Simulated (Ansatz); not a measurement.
**BClH2OSi: density, localisation and related maps**

Input file:

```
crystal:
  periodic: [false, false, false]
  atoms:
    - {symbol: B, position_ang: [-2.065051, -2.489382, -0.704682]}
    - {symbol: Cl, position_ang: [-0.610047, -6.178106, -0.719760]}
    - {symbol: O, position_ang: [-2.294980, -3.811969, -0.599707]}
    - {symbol: Si, position_ang: [-2.578779, -5.444265, -0.468725]}
    - {symbol: H, position_ang: [-1.814862, -1.858941, 0.295568]}
    - {symbol: H, position_ang: [-2.125058, -1.970935, -1.794705]}
basis:
  gaussian:
    orbitals: def2-TZVPD
hamiltonian:
  xc: {name: PBE0}
output: {forces: true, orbitals: {seedname: orbitals}}
```

Command:

```sh
ansatz run input.yaml --threads 1 --pin off --max-ram 2610MiB --events-out events.jsonl --progress --plain --runs-dir runs
```

Geometry: B3LYP-D3(BJ)/def2-SVP.

Theory: isolated molecule in a Gaussian basis; Kohn-Sham density functional theory, functional PBE0 in Ansatz 0.2.0.

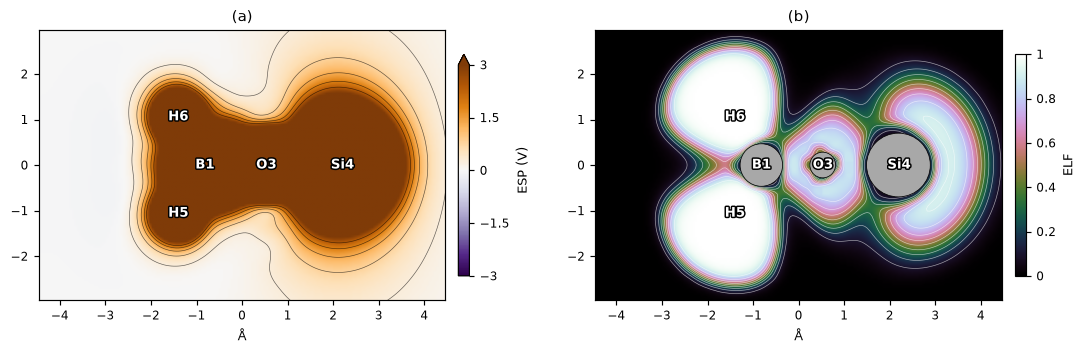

Figure 1. (a) molecular electrostatic potential; (b) ELF on the plane of atoms O3, B1 and H6. Grey discs cover the atomic cores in the ELF map.

Q: What does the map show?

A:
- The plane passes through B, O, Si and H nuclei.
- B–O (1.35 Å): the ELF peaks at about 0.90 between the atoms: a short, strongly polar bond.
- Si–O (1.66 Å): the ELF peaks at about 0.85 between the atoms (a shared but strongly polarised pair).
- B–H (1.21 Å): the ELF climbs to about 1 towards the hydrogen, as it does in any bond to H; a covalent bond by its length.
- The ELF also peaks beside O3 and Si4, away from the bonds: lone-pair regions.
- The potential has no marked negative region in this plane.

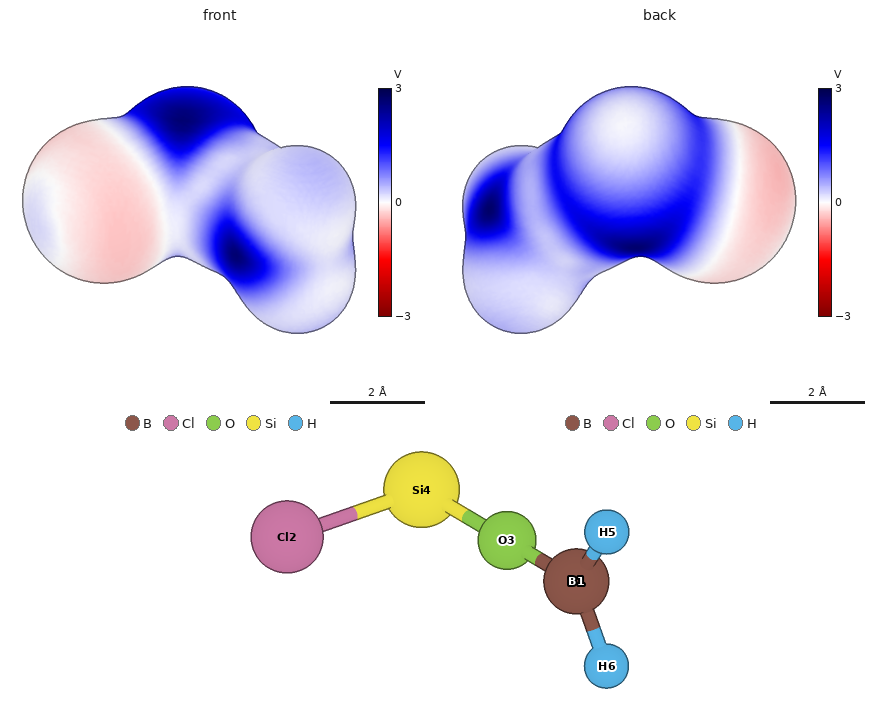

Figure 2. The molecular electrostatic potential painted on the density surface at 0.004 e/bohr³, seen from the front and from behind; red is negative and blue positive. The bare structure is drawn below in the same view.

Q: Describe the electrostatic potential map.

A: The most negative region (about −0.4 V) lies over Cl2, the most positive (about +2.6 V) over B1 and Si4. Cl2 shows a σ-hole: about +0.2 V at the tip opposite its bond, against about −0.2 V on its flanks.

Q: What dipole moment does the calculation give?

A: Its dipole moment is 1.19 D.

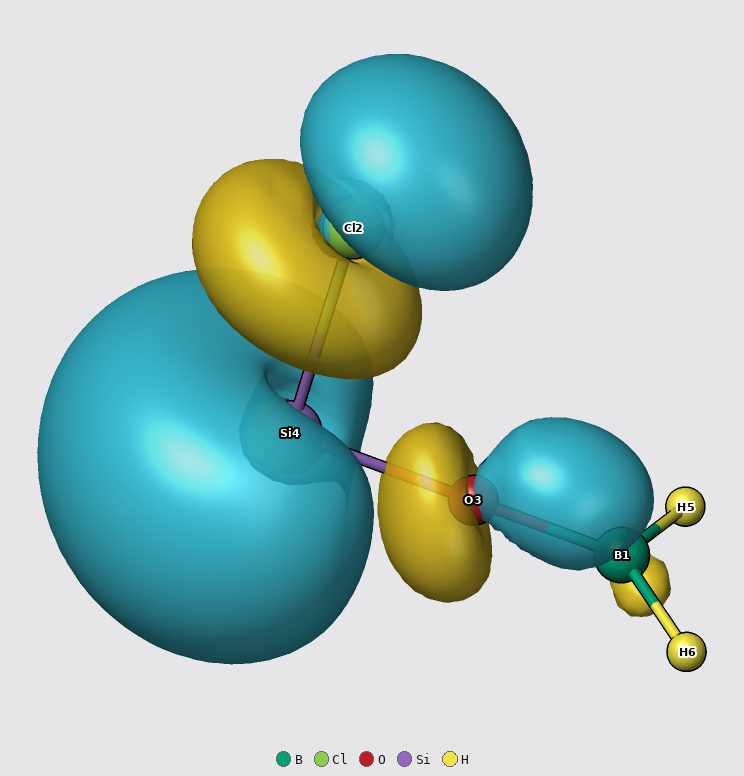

Figure 3. One frontier orbital at ±0.08 Å⁻³ᐟ² (yellow and cyan are the two phases), seen at an oblique angle.

Q: Which orbital is it: HOMO or LUMO?

A: The HOMO, at −7.85 eV. Its weight (Hirshfeld) is mainly on Si4 (about 65 %), Cl2 (about 25 %) and O3 (about 5 %).
